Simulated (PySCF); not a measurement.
**C₅H₉NOSi: a tour of settings**

Aim: see how C₅H₉NOSi (`COc1ccn([SiH3])c1`) answers to the choice of functional, basis, grid and SCF options.

Computed with PySCF 2.14.0, with density-fitted response routines of our own, on a single molecule in the gas phase. Atoms are numbered from 0 throughout.

## 1. The starting structure

17 atoms, charge 0, multiplicity 1; geometry from: GFN2-xTB.

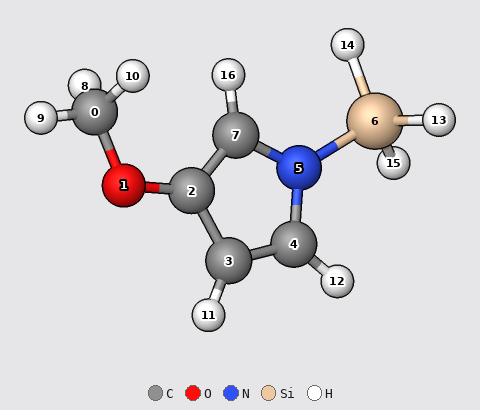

As it starts; carbon grey, oxygen red, nitrogen blue, silicon light orange, hydrogen white, atoms numbered.

## 2. NMR shieldings: PBE0/pcSseg-1

Job settings and geometry (Å):

```
{"job": {"kind": "nmr", "xc": "PBE0", "basis": "pcSseg-1"}, "charge": 0, "multiplicity": 1}
C     -2.942122     0.407665     0.057932
O     -2.240376    -0.806930    -0.008361
C     -0.880698    -0.700226    -0.028778
C     -0.020592    -1.829606    -0.100597
C      1.251720    -1.347852    -0.105979
N      1.234872     0.017605    -0.045105
Si     2.637819     1.051716     0.043403
C     -0.085997     0.409710     0.006234
H     -2.724239     1.042457    -0.808358
H     -3.999853     0.148970     0.061187
H     -2.697765     0.959747     0.972517
H     -0.334999    -2.852255    -0.143775
H      2.183630    -1.876175    -0.150736
H      3.215371     0.958537     1.386926
H      2.148710     2.398608    -0.236914
H      3.579782     0.579316    -0.970106
H     -0.332260     1.450743     0.060600
```

With the program's defaults for keys left out, this is: GIAO PBE0/pcSseg-1 NMR shielding, non-relativistic, gas phase.

The run is started by

```
$ OMP_NUM_THREADS=1 python probes_run.py task.json out
```

The driver reads the jobs from task.json and runs them one after another.

Log:

```text
coarse grid: 14784 points
cycle   1  E = -614.7310097186  dE =  1.366e+00  |g| = 5.304e-01  |ddm| = 3.840e+00
cycle   2  E = -614.6891138417  dE =  4.190e-02  |g| = 7.097e-01  |ddm| = 1.291e+00
cycle   3  E = -614.7884534766  dE = -9.934e-02  |g| = 1.245e-01  |ddm| = 8.233e-01
cycle   4  E = -614.7912429237  dE = -2.789e-03  |g| = 5.118e-02  |ddm| = 1.367e-01
cycle   5  E = -614.7918060605  dE = -5.631e-04  |g| = 1.348e-02  |ddm| = 4.790e-02
cycle   6  E = -614.7918404426  dE = -3.438e-05  |g| = 5.035e-03  |ddm| = 1.318e-02
cycle   7  E = -614.7918457148  dE = -5.272e-06  |g| = 7.317e-04  |ddm| = 4.223e-03
final grid: 138520 points
cycle   8  E = -614.8472283447  dE = -3.128e-05  |g| = 1.130e-02  |ddm| = 3.315e-02
cycle   9  E = -614.8471989697  dE =  2.937e-05  |g| = 1.706e-02  |ddm| = 1.929e-02
cycle  10  E = -614.8472525745  dE = -5.360e-05  |g| = 1.769e-03  |ddm| = 1.267e-02
cycle  11  E = -614.8472533098  dE = -7.353e-07  |g| = 3.856e-04  |ddm| = 2.113e-03
cycle  12  E = -614.8472533387  dE = -2.895e-08  |g| = 1.734e-04  |ddm| = 4.432e-04
cycle  13  E = -614.8472533455  dE = -6.733e-09  |g| = 3.195e-05  |ddm| = 1.556e-04
cycle  14  E = -614.8472533456  dE = -1.594e-10  |g| = 1.396e-05  |ddm| = 3.106e-05
converged SCF energy = -614.8472533456

GIAO shielding tensors (ppm)
atom      isotropic    diamagn.    paramagn.     s11        s22        s33       span
  0 C      129.102     245.697    -116.595    100.659    104.355    182.293     81.634
  1 O      260.361     394.797    -134.436    166.197    298.371    316.516    150.319
  2 C       27.773     256.335    -228.563    -25.037     17.635     90.720    115.756
  3 C       75.601     255.239    -179.638      5.240     68.802    152.761    147.521
  4 C       60.145     251.735    -191.589    -18.532     60.084    138.884    157.416
  5 N      122.485     332.876    -210.391     31.938    120.808    214.709    182.771
  6 Si     399.697     880.386    -480.689    360.380    382.844    455.867     95.487
  7 C       80.935     257.573    -176.638     24.054     78.969    139.782    115.729
  8 H       28.108      30.025      -1.917     24.970     25.906     33.448      8.478
  9 H       27.537      27.523       0.015     23.104     25.839     33.670     10.566
 10 H       28.098      30.058      -1.960     24.955     25.875     33.465      8.510
 11 H       25.333      31.798      -6.465     22.565     26.497     26.937      4.372
 12 H       25.158      31.129      -5.970     21.433     26.238     27.804      6.372
 13 H       26.578      28.759      -2.181     23.208     24.338     32.187      8.979
 14 H       26.779      29.598      -2.819     22.800     26.353     31.185      8.384
 15 H       26.616      28.782      -2.166     22.842     25.215     31.791      8.949
 16 H       25.863      35.313      -9.450     21.520     26.458     29.612      8.092
```

It took 51 s on 1 thread, shared host.

The references, computed at this level on geometries of the same kind, shield at (ppm): ¹H TMS 31.72, ¹³C TMS 186.9, ²⁹Si TMS 349.2, ¹⁵N NH3 267.7, ¹⁷O H2O 336.1. Their shielding less the atom's gives the shift. The references are single molecules in the gas phase, so shifts against H2O, NH3, PH3, H3PO4 or CFCl3 are not on the usual liquid scales and can be off by tens of ppm. Atoms listed in one row are averaged.

| atoms | environment | σ (ppm) | δ (ppm) | δ scaled to CDCl3 |
| --- | --- | --- | --- | --- |
| C2 | aromatic carbon bearing oxygen | 27.8 | 159.2 | 153.4 |
| C4 | aromatic CH next to a ring nitrogen | 60.1 | 126.8 | 121.8 |
| C3 | aromatic CH | 75.6 | 111.3 | 106.7 |
| C7 | aromatic CH next to a ring nitrogen | 80.9 | 106.0 | 101.5 |
| C0 | methyl carbon bonded to O | 129.1 | 57.8 | 54.5 |
| H12 | hydrogen on an aromatic CH next to a ring nitrogen | 25.16 | 6.56 | 6.29 |
| H11 | hydrogen on an aromatic CH | 25.33 | 6.38 | 6.12 |
| H16 | hydrogen on an aromatic CH next to a ring nitrogen | 25.86 | 5.85 | 5.62 |
| H13, H14, H15 | hydrogen on a silicon bonded to N | 26.66 | 5.06 | – |
| H8, H9, H10 | hydrogen on a methyl carbon bonded to O | 27.91 | 3.80 | 3.69 |
| O1 | ether oxygen | 260.4 | 75.7 | – |
| N5 | pyrrole-type ring nitrogen | 122.5 | 145.2 | – |
| Si6 | silicon bonded to N, 3 H | 399.7 | -50.5 | – |

The scaled column applies a straight-line fit of computed shieldings to shifts measured in CDCl3 (root-mean-square error 0.16 ppm for H, 1.9 ppm for C).

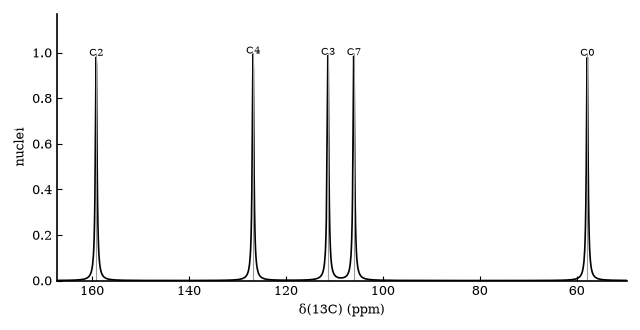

¹³C lines at the computed shifts, without couplings. Lines are broadened to a width of 0.41 ppm (Lorentzian).

The run also stored atomic charges by several schemes (e):

```csv
atoms,Mulliken,IAO,Hirshfeld,ESP fit
C0,-0.03,-0.20,-0.04,-0.11
O1,-0.48,-0.33,-0.12,-0.32
C2,0.14,0.15,0.03,0.40
C3,-0.19,-0.24,-0.11,-0.46
C4,0.19,-0.10,-0.03,-0.12
N5,-0.71,-0.35,-0.11,-0.10
Si6,0.65,0.76,0.38,0.48
C7,0.11,-0.20,-0.07,-0.37
```

ESP fit charges:

C0 -0.11; O1 -0.32; C2 0.40; C3 -0.46; C4 -0.12; N5 -0.10; Si6 0.48; C7 -0.37; H8 0.08; H9 0.12; H10 0.08; H11 0.23; H12 0.17; H13 -0.10; H14 -0.08; H15 -0.09; H16 0.18

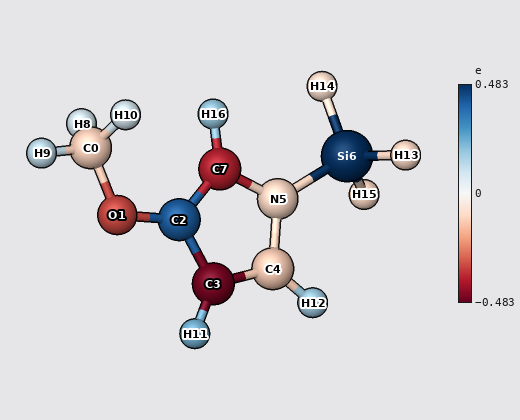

ESP fit charges, as colours on the atoms.

Mayer bond orders: C0–O1 0.93, O1–C2 1.01, C2–C3 1.34, C3–C4 1.55, C4–N5 1.13, N5–Si6 0.84, N5–C7 1.05, C7–C2 1.48.

Ring of atoms C2, C3, C4, N5, C7: NICS(0) -13.7, NICS(1) -10.3, NICS(1)zz -26.4 ppm (means of both faces).

The fields below are evaluated on a grid from the run's orbitals.

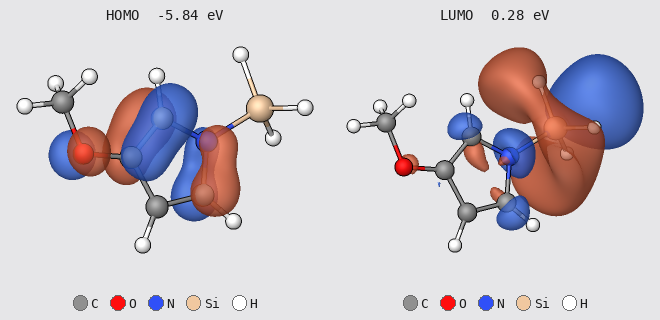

Frontier orbitals at PBE0/pcSseg-1; each surface holds 70 % of the orbital's density, blue and red mark the sign.

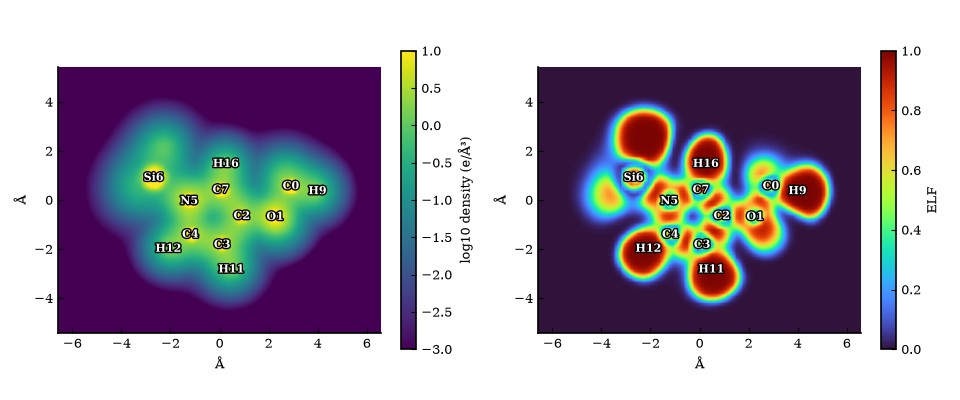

Density (left) and ELF (right) in a plane through or near 12 of the atoms.

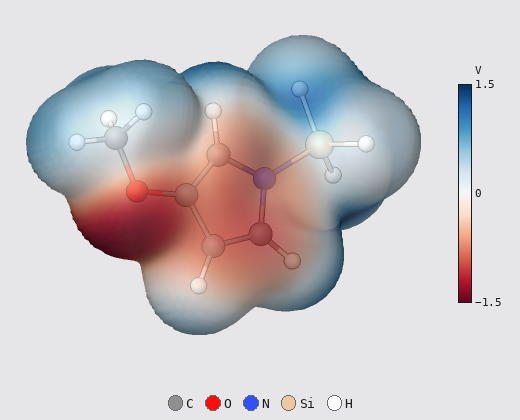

The potential that a unit positive charge feels on the 0.002 e/bohr³ surface, from the 1st to the 99th percentile, from -1.40 V near O1 to 1.50 V near H15.

## 3. Excited states and response: PBE0/def2-SVPD

Settings changed since step 2:

```diff
@@ -1,2 +1,2 @@
-{"job": {"kind": "nmr", "xc": "PBE0", "basis": "pcSseg-1"}, "charge": 0, "multiplicity": 1}
+{"job": {"kind": "uv", "xc": "PBE0", "basis": "def2-SVPD", "nstates": 6, "ntriplets": 2}, "charge": 0, "multiplicity": 1}
 C     -2.942122     0.407665     0.057932
```

Level: TDDFT PBE0/def2-SVPD, vertical, gas phase, core orbitals frozen in the response.

Log:

```text
coarse grid: 14784 points
cycle   1  E = -614.4478491677  dE =  1.296e+00  |g| = 5.015e-01  |ddm| = 7.988e+00
cycle   2  E = -614.4034556667  dE =  4.439e-02  |g| = 6.878e-01  |ddm| = 2.175e+00
cycle   3  E = -614.5023734176  dE = -9.892e-02  |g| = 1.184e-01  |ddm| = 1.133e+00
cycle   4  E = -614.5048951672  dE = -2.522e-03  |g| = 5.284e-02  |ddm| = 2.575e-01
cycle   5  E = -614.5055243762  dE = -6.292e-04  |g| = 1.294e-02  |ddm| = 9.723e-02
cycle   6  E = -614.5055570012  dE = -3.263e-05  |g| = 5.017e-03  |ddm| = 2.706e-02
cycle   7  E = -614.5055624307  dE = -5.429e-06  |g| = 6.775e-04  |ddm| = 8.629e-03
final grid: 138520 points
cycle   8  E = -614.5901098826  dE = -3.563e-05  |g| = 1.044e-02  |ddm| = 1.768e-01
cycle   9  E = -614.5900823630  dE =  2.752e-05  |g| = 1.592e-02  |ddm| = 3.514e-02
cycle  10  E = -614.5901321022  dE = -4.974e-05  |g| = 1.699e-03  |ddm| = 2.004e-02
cycle  11  E = -614.5901328133  dE = -7.111e-07  |g| = 3.739e-04  |ddm| = 3.777e-03
cycle  12  E = -614.5901328421  dE = -2.876e-08  |g| = 1.663e-04  |ddm| = 9.065e-04
cycle  13  E = -614.5901328484  dE = -6.293e-09  |g| = 3.309e-05  |ddm| = 3.425e-04
cycle  14  E = -614.5901328485  dE = -1.960e-10  |g| = 1.399e-05  |ddm| = 8.755e-05
converged SCF energy = -614.5901328485

Static polarisability (au): isotropic 95.081, principal 68.543 96.663 120.037

Singlet excitations
state   eV       nm        f      main configurations
  1   4.9966    248.1   0.00055   H->L 0.99
  2   5.6043    221.2   0.02989   H->L+1 0.86
  3   5.6386    219.9   0.01850   H->L+2 0.77, H->L+3 0.14
  4   5.7431    215.9   0.00099   H-1->L 0.97
  5   5.9294    209.1   0.00808   H->L+3 0.74, H->L+2 0.15
  6   6.0635    204.5   0.00500   H->L+4 0.89

Triplet excitations (Tamm-Dancoff, eV): 4.1794 4.9379
```

Run time: 69 s. Hardware: 1 thread, shared host.

Frontier orbitals and where they lie:

```csv
orbital,eV,atoms
HOMO−3,-9.40,"O1 46 %, C0 13 %, C2 10 %"
HOMO−2,-9.19,"O1 33 %, C0 14 %, N5 10 %"
HOMO−1,-6.67,"C3 33 %, N5 19 %, C4 18 %"
HOMO,-5.90,"C7 26 %, C2 19 %, O1 18 %"
LUMO,0.14,"Si6 43 %, H14 12 %, H15 11 %"
LUMO+1,0.59,"Si6 26 %, C4 15 %, C3 11 %"
LUMO+2,0.66,"Si6 40 %, H15 12 %, H14 8 %"
```

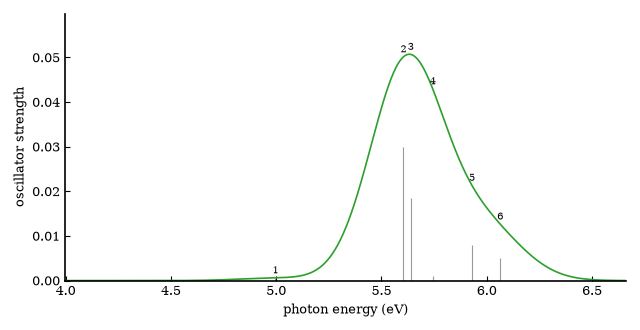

Absorption spectrum from the 6 singlet states computed; above the last one it falls off for lack of states. Lines are broadened to a width of 0.40 eV (Gaussian).

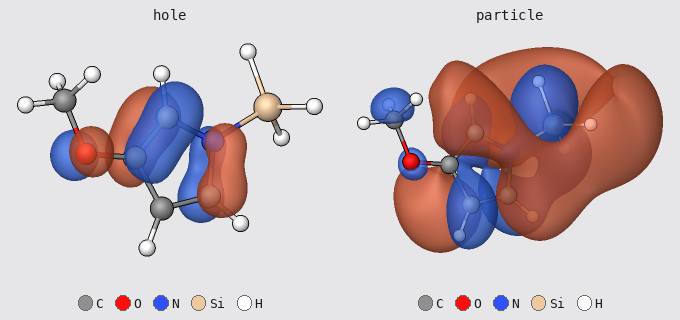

Leading natural transition orbitals of singlet state 2: the electron leaves the hole (left) for the particle orbital (right).

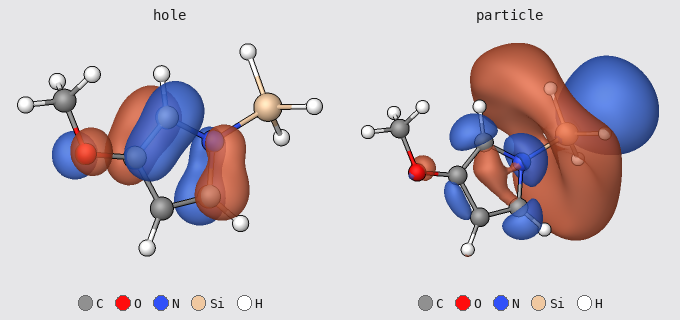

Leading natural transition orbitals of singlet state 1: the electron leaves the hole (left) for the particle orbital (right).

Ground-state properties from the same run:

```csv
property,computed
dipole moment (D),2.10
polarisability (Å³),14.09
HOMO–LUMO gap (eV),6.04
−ε(HOMO) (eV),5.90
```

(Part 1 of 2 ends here.)
